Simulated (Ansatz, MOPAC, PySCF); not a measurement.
Torsion F1–Te2–S3–H4 in FHSTe (SMILES F[Te]S); at each angle all else is relaxed with GFN2-xTB, and the levels are single points there.
Geometry at 270° (charge 0, multiplicity 1):
```xyz
4

F      1.77313    -0.75210     0.12117
Te     0.92404     1.02173    -0.31783
S     -1.23272     0.44912     0.40197
H     -1.71482    -0.04106    -0.74030
```
Energies count from the point at 270°.

Correlated levels freeze the cores. Filled d and f shells under p-block atoms count as core. CBS(a, b) extrapolates the correlation energy as X⁻³ and adds the Hartree–Fock energy of set b. The state reached by PM6 isn't checked.

The values were computed with Ansatz (Gaussian basis) for Hartree–Fock, density functionals and correlated methods; MOPAC for PM6 (differences of heats of formation); PySCF for the dispersion terms.  In def2 rows elements past Kr take small-core potentials, without spin–orbit coupling.

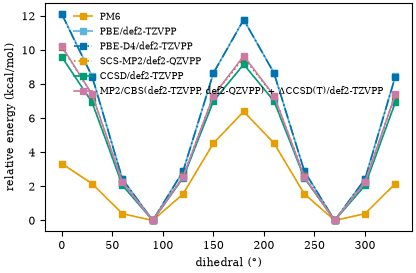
Figure. Relative energy along the coordinate

Q: Read off the PM6 curve at dihedral = 150.

A: about 4.5 kcal/mol

Ansatz is a quantum-chemistry and plane-wave program.
